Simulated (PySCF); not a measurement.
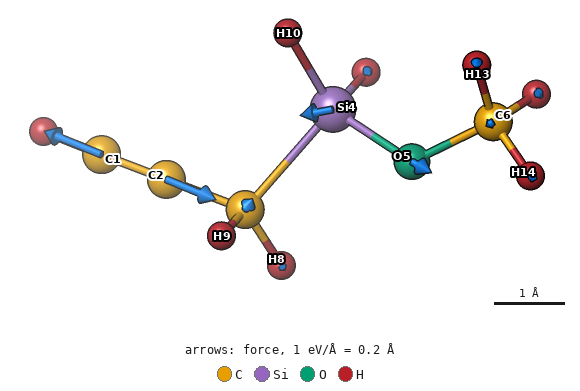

Starting geometry of C4H8OSi with the computed forces as blue arrows. A ball-and-stick model, seen at a tilt.

The start comes from GFN2-xTB. Its atoms were then displaced at random by about 0.01 Å.

Level of theory: PBE0-D3(BJ)/def2-SVP geometry optimisation, gas phase (PySCF). 

What follows when this structure is relaxed?

It isn't relaxed: the largest force vector, on a C atom, is 5.33 eV/Å. The final displacements have little in common with the starting forces (cosine between the two patterns 0.17). The largest move after the best rigid fit is that of an H atom, 0.20 Å. Largest moves by element: H 0.20 Å, Si 0.13 Å, C 0.12 Å, O 0.09 Å. Among the contacts that change: O–Si 1.598 → 1.664 Å, C–Si 1.939 → 1.885 Å, C–C 1.167 → 1.212 Å, H–Si 1.463 → 1.495 Å. Bond angles that change, for instance: C–Si–O 101.4° → 105.7°, C–C–C 179.7° → 176.9°, O–Si–H 113.4° → 110.9°. The energy falls by 7.08 kcal/mol in 6 geometry steps.
